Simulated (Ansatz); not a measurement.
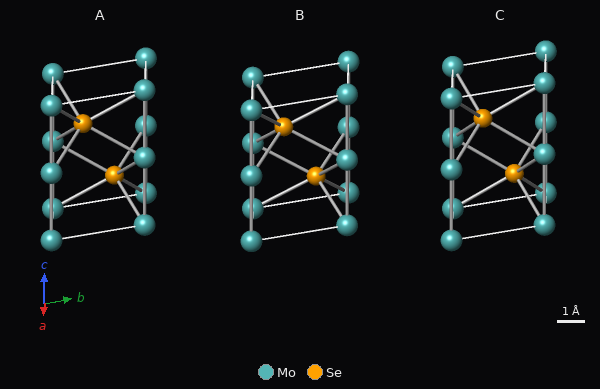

3 geometries from one relaxation of crystalline MoSe (built on the NiAs type), in shuffled order. The picture is a ball-and-stick view of the cell of the calculation, seen from a free direction.

Computed with DFT PBE, scalar-relativistic, plane waves, PAW in Ansatz 0.2.0. Settings: plane-wave cutoff 420 eV; k-point mesh 10 × 10 × 6; occupations gaussian; smearing width 0.05 eV; collinear spin; cell and atoms relaxed; force threshold 0.01 eV/Å; at most 60 steps.

Q: Put them in the order of the run, from the start to the converged end.

A: C, A, B. They are steps 0, 1, 6, at +59.3 meV per atom, +19.1 meV per atom relative to the last. The atoms keep their places relative to the cell (all moves are under 0.005 Å). The drawn cell changes as follows: a = b 3.959 → 4.073 Å (+2.9 %), c 5.518 → 5.099 Å (−7.6 %); the volume changes by −2.2 %. Some distances before and after: Mo–Mo 2.759 → 2.549 Å, Mo–Se 2.670 → 2.675 Å. Bond angles that change, for instance: Mo–Se–Mo 62.2° → 56.9°, Mo–Se–Mo 95.7° → 99.2°. The space group stays P6_3/mmc (No. 194). The energy falls by 59.3 meV per atom in 5 accepted moves (6 points after the start). All forces vanish by symmetry, so only the cell relaxes. The pressure goes from −5.18 to 0.00 GPa. At 1 point the geometry stayed and the basis and grid were re-selected for the new cell (energy shift of 0.1 meV per atom at most each time). The program noted that the starting moments weren't kept.
